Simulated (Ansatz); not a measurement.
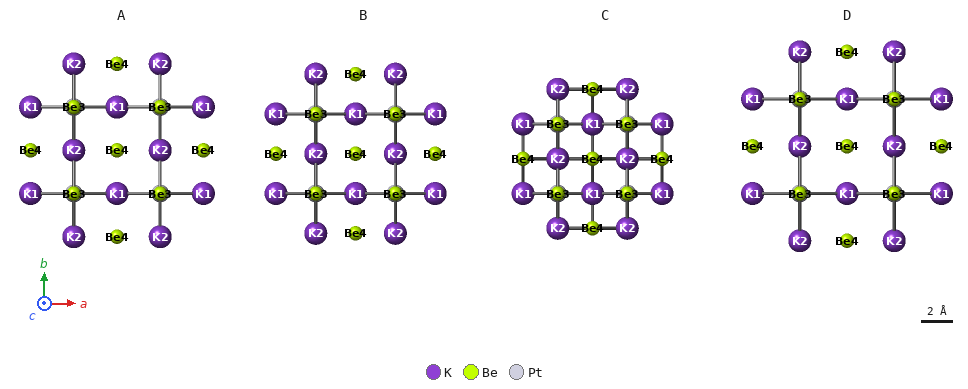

4 geometries from one relaxation of crystalline K2Be2Pt (a generated structure, set up in P4mm) (coarse preliminary run), in shuffled order. A ball-and-stick model of the cell of the calculation, seen along the c axis.

The calculation used Ansatz 0.2.0, DFT PBE, scalar-relativistic, plane waves, PAW. (plane-wave cutoff 420 eV; k-point mesh 4 × 4 × 4; occupations gaussian; smearing width 0.1 eV; no spin polarisation; cell and atoms relaxed; force threshold 0.04 eV/Å; at most 70 steps)

Order the frames from highest to lowest energy.

Answer. C, B, A, D. They are steps 0, 3, 7, 17, at +799 meV per atom, +232 meV per atom, +90.3 meV per atom relative to the last. The Pt atom moves most relative to the cell: 0.32 Å along +c. Largest moves by element: Pt 0.32 Å, K 0.31 Å, Be 0.28 Å. The drawn cell changes as follows: a = b 4.518 → 6.139 Å (+35.9 %), c 5.202 → 4.331 Å (−16.7 %); the volume changes by +53.7 %. Among the contacts that change: K–K 3.195 → 4.341 Å, Be–K 2.519 → 3.427 Å, Be–K 3.152 → 3.759 Å, Be–Pt 2.653 → 2.169 Å. Among the angles between lasting bonds that change: Pt–K–Pt 111.5° → 156.3°, K–Pt–K 111.5° → 156.3°, K–Pt–Be 124.3° → 101.9°. The space group stays P4mm (No. 99). Over 15 accepted moves (17 points after the start) the energy falls by 799 meV per atom. Largest force component: 3 eV/Å at the start, 0.016 eV/Å at the end. Pressure: 10.65 GPa at the start and 0.01 GPa at the end. The SCF was repeated twice at an unchanged geometry on a basis and grid sized afresh for the cell, which shifted the energy by 40.5 meV per atom at most.
